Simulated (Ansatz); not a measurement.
# CuSnF6: two electronic states of one cell

An SCF can end in more than one state. Here CuSnF6, a database entry, slightly rescaled, is run from each state found earlier: which lies lowest, and what else changes?

Program: Ansatz 0.2.0. Level of theory: DFT, r2SCAN, with U_eff = 2.61 eV on Cu d, plane waves, PAW. These are calculated values, not measurements.

## 1. The system as given

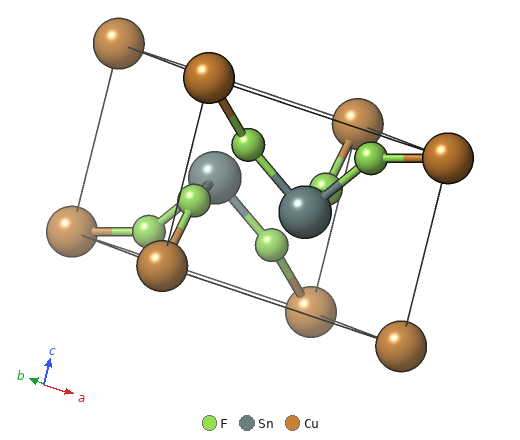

The structure slightly off an axis: fluorine green, tin teal, copper orange.

Cell: a = 5.459 Å, b = 5.064 Å, c = 5.221 Å, α = 120.21°, β = 92.52°, γ = 116.33°. Nearest neighbours (Å): F1: 1 Cu at 1.94, 1 Sn at 1.96; F2: 1 Cu at 1.94, 1 Sn at 1.96; F3: 1 Sn at 1.91, 1 Cu at 2.15; F4: 1 Sn at 1.91, 1 Cu at 2.15; Sn5: 6 F at 1.91 to 1.97; Cu6: 6 F at 1.93 to 2.15; F7: 1 Cu at 1.93, 1 Sn at 1.97; F8: 1 Cu at 1.93, 1 Sn at 1.97.

The coordinates stand in the input below.

The states: A, no atom with a moment over 0.3 μB (no spin polarisation); B, Cu6 up (collinear spin). Each run reads its own saved solution as saved_state.

## 2. State A: the run

Input file input.yaml:

```yaml
crystal:
  lattice:
    - [5.45861744, 0.0, 0.0]
    - [-2.24600831, 4.53847884, 0.0]
    - [-0.22953372, -3.04449602, 4.23468888]
  atoms:
    - { symbol: F, position: [0.748, 0.118, 0.871] }
    - { symbol: F, position: [0.252, 0.882, 0.129] }
    - { symbol: F, position: [0.737, 0.876, 0.266] }
    - { symbol: F, position: [0.263, 0.124, 0.734] }
    - { symbol: Sn, position: [0.5, 0.0, 0.5] }
    - { symbol: Cu, position: [0.0, 0.0, 0.0] }
    - { symbol: F, position: [0.25, 0.497, 0.364] }
    - { symbol: F, position: [0.75, 0.503, 0.636] }
kpoints:
  mp_grid: { grid: [4, 5, 4], shift: [0.5, 0.5, 0.0] }
magnetization:
  spin_polarized: false
scf:
  occupations: { method: methfessel_paxton, width: 0.0644 }
  lower_state_search: "off"
  max_iter: 200
hamiltonian:
  pseudopotentials: { kind: paw }
  xc: r2scan
  hubbard:
    projectors: all-electron-ortho-atomic
    sites: [{ species: Cu, l: d, u_eff: 2.61 }]
basis:
  ecutwfc: 500
  fft_grid_basis: typed
output:
  forces: true
  stress: true
  eigenvalues: true
  bader: true
  populations: true
  elf: true
  write_potential: true
  volumetric_format: npy
  dos:
    e_range: [-12, 8]
    de: 0.05
    projected: { site_lists: { Cu: [Cu], F: [F], Sn: [Sn] } }
checkpoint:
  read: saved_state
```

Standard output, cut to the lines that bear on the results:

```text
Warning: RAYON_NUM_THREADS=1 ignored (pool sized by the plan → 1); use --threads N
F: projections on atomic orbitals take those of the free atom [He] 2s2 2p5, of charge +0.00 (hamiltonian.pseudopotentials.projection_atoms); the dataset's partial waves leave at most 1.6e-8 of an orbital's norm unspanned inside its sphere
Sn: projections on atomic orbitals take those of the free atom [Kr] 4d10 5s2 5p2, of charge +0.00 (hamiltonian.pseudopotentials.projection_atoms); the dataset's partial waves leave at most 5.0e-6 of an orbital's norm unspanned inside its sphere
Cu: projections on atomic orbitals take those of the free atom [Ne] 3s2 3p6 3d10 4s1, of charge +0.00 (hamiltonian.pseudopotentials.projection_atoms); the dataset's partial waves leave at most 2.0e-6 of an orbital's norm unspanned inside its sphere
[...]
Pseudopotentials: kind: paw
Pseudopotential: F, paw, valence charge 7, recommended cutoff 500 eV (meta_gga), F.paw.azcp
Pseudopotential: Sn, paw, valence charge 14, recommended cutoff 500 eV (meta_gga), Sn.paw.azcp
Pseudopotential: Cu, paw, valence charge 19, recommended cutoff 500 eV (meta_gga), Cu.paw.azcp
Functional definition: r2SCAN
[...]
Crystal: 8 atoms, lattice volume = 104.909 Å³
Basis set: ecut = 500 eV, 2669 PW (Γ), exchange–correlation on 160×160×160 points (64 copies of the dense FFT grid, shifted against one another)
Bands: 46, of which v1, the nominal top of the filled ones, is band 38 counted from 1 (37 counted from 0)
[...]
--- Forces (eV/Å), atoms counted from 1 ---
  atom   1  F      0.36791079    -0.23928955     0.61506769
  atom   2  F     -0.36791079     0.23928955    -0.61506769
  atom   3  F      0.58988949    -0.06239099    -0.34122277
  atom   4  F     -0.58988949     0.06239099     0.34122277
  atom   5  Sn     0.00000000     0.00000000     0.00000000
  atom   6  Cu     0.00000000     0.00000000     0.00000000
  atom   7  F     -0.08442261    -0.60500532    -0.18356988
  atom   8  F      0.08442261     0.60500532     0.18356988
[...]
--- Stress (GPa, compression-positive) ---
        5.026374       0.391089      -0.535366
        0.391104       4.370251      -0.769806
       -0.535243      -0.769845       4.672151
  P = ⅓ Tr σ = 4.6896 GPa (46.896 kbar)
--- Band table (eV; the first three rows and the last of 40) ---
[...]
Occupation matrices written to <dir>
--- Löwdin populations: 8 sites ---
  site symbol       q [e]
     0      F      7.5341
     1      F      7.5341
     2      F      7.5675
     3      F      7.5675
     4     Sn     11.8050
     5     Cu     17.6204
     6      F      7.5335
     7      F      7.5335
  spilling = 0.004058 (of n_electrons = 75.000000)
--- Bader charges: 8 sites ---
  site symbol  charge [e]  shift [e]
     0      F     -0.7070     0.0045
     1      F     -0.7070     0.0045
     2      F     -0.7389     0.0042
     3      F     -0.7389     0.0042
     4     Sn      2.8819     0.0206
     5     Cu      1.4228     0.0055
     6      F     -0.7065     0.0044
     7      F     -0.7064     0.0044
  estimated error of the sums over rays = 2.2e-4 e
```

It took 2.1 min on 1 thread of an Arm CPU, shared host; peak memory 0.9 GiB.

## 3. What state A looks like

Counts of states in windows (eV from the Fermi level; tetrahedra), total and projected:

| from | to | total | Cu d | F p |
| --- | --- | --- | --- | --- |
| -8.0 | -7.0 | 1.20 | 0.04 | 0.81 |
| -7.0 | -6.0 | 3.26 | 0.22 | 2.67 |
| -6.0 | -5.0 | 3.99 | 0.40 | 3.27 |
| -5.0 | -4.0 | 8.66 | 1.42 | 6.99 |
| -4.0 | -3.0 | 10.83 | 0.57 | 10.03 |
| -3.0 | -2.0 | 9.27 | 1.52 | 7.60 |
| -2.0 | -1.0 | 4.00 | 2.93 | 1.01 |
| -1.0 | 0.0 | 2.75 | 1.88 | 0.76 |
| 0.0 | 1.0 | 1.25 | 0.85 | 0.35 |
| 1.0 | 2.0 | 0.00 | 0.00 | 0.00 |
| 2.0 | 3.0 | 0.00 | 0.00 | 0.00 |
| 3.0 | 4.0 | 0.00 | 0.00 | 0.00 |
| 4.0 | 5.0 | 0.33 | 0.00 | 0.06 |

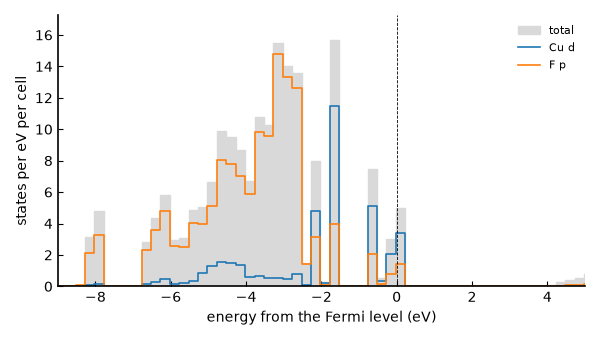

Total and projected density of states, in bins of 0.25 eV.

Gathered by element (positive charge: electrons given up): Löwdin charges also hold the electrons that the projection spills.

| element | atoms | Bader charge (e) | Bader volume (Å³) | Löwdin charge (e) |
| --- | --- | --- | --- | --- |
| F | 6 | -0.74 to -0.71 | 14.3 to 14.9 | -0.57 to -0.53 |
| Sn | 1 | +2.88 | 8.9 | +2.20 |
| Cu | 1 | +1.42 | 8.7 | +1.38 |

Löwdin charges rest on a small set of atomic orbitals that misses 0.4 % of the electrons, so they need not add up to the cell's charge and can differ from Bader's even in sign.

Eigenvalues of the corrected shells' occupation matrices:

| atom | shell | spin | eigenvalues |
| --- | --- | --- | --- |
| Cu6 | d | each | 0.65 0.99 0.99 1.00 1.00 |

## 4. State B: the run

Changes to input.yaml since step 2:

```diff
@@ -17,3 +17,3 @@
 magnetization:
-  spin_polarized: false
+  spin_polarized: true
 scf:
```

Standard output, cut to the lines that bear on the results:

```text
Warning: RAYON_NUM_THREADS=1 ignored (pool sized by the plan → 1); use --threads N
F: projections on atomic orbitals take those of the free atom [He] 2s2 2p5, of charge +0.00 (hamiltonian.pseudopotentials.projection_atoms); the dataset's partial waves leave at most 1.6e-8 of an orbital's norm unspanned inside its sphere
Sn: projections on atomic orbitals take those of the free atom [Kr] 4d10 5s2 5p2, of charge +0.00 (hamiltonian.pseudopotentials.projection_atoms); the dataset's partial waves leave at most 5.0e-6 of an orbital's norm unspanned inside its sphere
Cu: projections on atomic orbitals take those of the free atom [Ne] 3s2 3p6 3d10 4s1, of charge +0.00 (hamiltonian.pseudopotentials.projection_atoms); the dataset's partial waves leave at most 2.0e-6 of an orbital's norm unspanned inside its sphere
[...]
[... 1 set-up line as earlier in the session ...]
[...]
       -0.508753      -0.486232       4.598644
  P = ⅓ Tr σ = 4.6355 GPa (46.355 kbar)
--- Band table (eV; the first three rows and the last of 80) ---
[...]
Occupation matrices written to <dir>
--- Löwdin populations: 8 sites ---
  site symbol       q [e]    m [muB]
     0      F      7.5606     0.0405
     1      F      7.5606     0.0405
     2      F      7.5707     0.0034
     3      F      7.5707     0.0034
     4     Sn     11.8000     0.0019
     5     Cu     17.4943     0.8086
     6      F      7.5605     0.0440
     7      F      7.5605     0.0440
  spilling = 0.004297 (of n_electrons = 75.000000)
--- Bader charges: 8 sites ---
  site symbol  charge [e]  shift [e]    m [muB]
     0      F     -0.7323     0.0045     0.0340
     1      F     -0.7323     0.0045     0.0340
     2      F     -0.7410     0.0042     0.0017
     3      F     -0.7410     0.0042     0.0017
     4     Sn      2.8936     0.0207     0.0062
     5     Cu      1.5181     0.0053     0.8491
     6      F     -0.7325     0.0043     0.0366
     7      F     -0.7325     0.0043     0.0366
  estimated error of the sums over rays = 2.3e-4 e
```

It took 3 min on 1 thread of an Arm CPU, shared host; peak memory 1 GiB.

## 5. State B: levels and charges

Counts of states in windows (eV from the Fermi level; tetrahedra), total and projected:

| from | to | total | up | down | Cu d | F p |
| --- | --- | --- | --- | --- | --- | --- |
| -10.0 | -9.0 | 0.01 | 0.01 | 0.00 | 0.00 | 0.01 |
| -9.0 | -8.0 | 1.99 | 0.99 | 1.00 | 0.12 | 1.32 |
| -8.0 | -7.0 | 1.97 | 1.39 | 0.57 | 0.43 | 1.33 |
| -7.0 | -6.0 | 4.79 | 2.40 | 2.40 | 0.59 | 3.76 |
| -6.0 | -5.0 | 7.08 | 3.77 | 3.31 | 1.89 | 4.98 |
| -5.0 | -4.0 | 8.54 | 4.00 | 4.55 | 1.08 | 7.18 |
| -4.0 | -3.0 | 14.90 | 7.71 | 7.18 | 2.05 | 12.62 |
| -3.0 | -2.0 | 4.63 | 2.62 | 2.00 | 2.19 | 2.35 |
| -2.0 | -1.0 | 1.10 | 0.10 | 1.00 | 0.71 | 0.35 |
| -1.0 | 0.0 | 0.00 | 0.00 | 0.00 | 0.00 | 0.00 |
| 0.0 | 1.0 | 0.00 | 0.00 | 0.00 | 0.00 | 0.00 |
| 1.0 | 2.0 | 1.00 | 0.00 | 1.00 | 0.81 | 0.15 |
| 2.0 | 3.0 | 0.00 | 0.00 | 0.00 | 0.00 | 0.00 |
| 3.0 | 4.0 | 0.17 | 0.09 | 0.08 | 0.00 | 0.03 |
| 4.0 | 5.0 | 0.98 | 0.53 | 0.45 | 0.00 | 0.23 |

On the mesh the valence top lies at -1.23 eV and the conduction bottom at 1.23 eV on this scale.

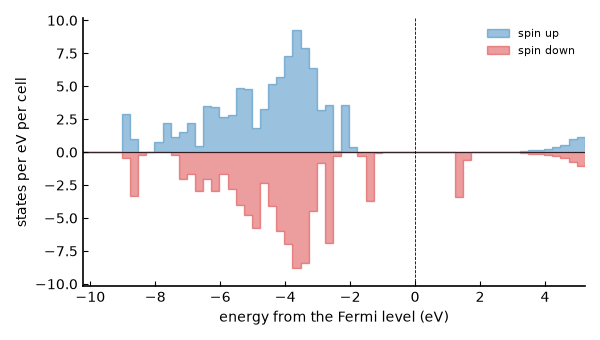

Density of states by spin, in bins of 0.25 eV.

Gathered by element (positive charge: electrons given up): Löwdin charges also hold the electrons that the projection spills.

| element | atoms | Bader charge (e) | Bader volume (Å³) | Löwdin charge (e) | Bader moment, size (μB) |
| --- | --- | --- | --- | --- | --- |
| F | 6 | -0.74 to -0.73 | 14.4 to 14.9 | -0.57 to -0.56 | 0.00 to 0.04 |
| Sn | 1 | +2.89 | 8.9 | +2.20 | 0.01 |
| Cu | 1 | +1.52 | 8.6 | +1.51 | 0.85 |

The Löwdin projection spills 0.4 % of the electrons and depends on the orbitals chosen; where it disagrees with Bader's partition, neither is an observable.

Eigenvalues of the corrected shells' occupation matrices:

| atom | shell | spin | eigenvalues |
| --- | --- | --- | --- |
| Cu6 | d | up | 0.99 0.99 0.99 0.99 0.99 |
| Cu6 | d | down | 0.17 0.99 0.99 1.00 1.00 |

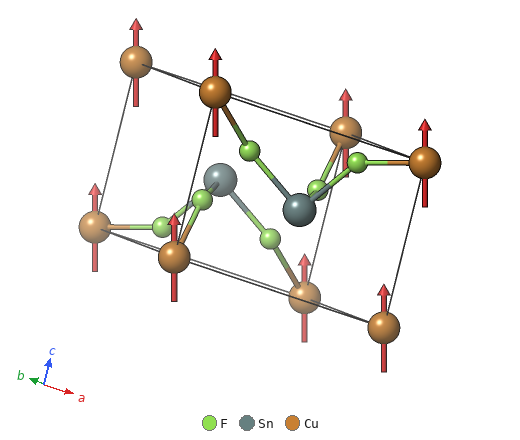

Site moments over 0.3 μB, as arrows (short ones can be hidden in their spheres; values hang on how the density is shared out, so they can differ from the log's spheres): up red, down blue; without spin-orbit coupling their axis is free, so they are drawn up the page.

## 6. The states side by side

| state | free energy (meV/atom) | largest site moment (μB) | size of the net moment (μB/cell) | gap (eV) | pressure (GPa) | largest force (eV/Å) | SCF cycles |
| --- | --- | --- | --- | --- | --- | --- | --- |
| A | 135.5 | – | – | metal | 4.7 | 0.76 | 16 |
| B | 0.0 | 0.83 | 1.00 | 2.46 | 4.6 | 0.74 | 12 |

What this shows: State B lies lowest, 135.5 meV per atom under state A. They differ in kind: A is a metal, B is gapped. Not all runs allow spin: where it is off, the gap in energy is mostly the cost of forbidding moments, not two ends of one search.

Caveats: an odd count of electrons without spin polarisation forces a partly filled band; the k mesh is coarse for a cell without a gap.
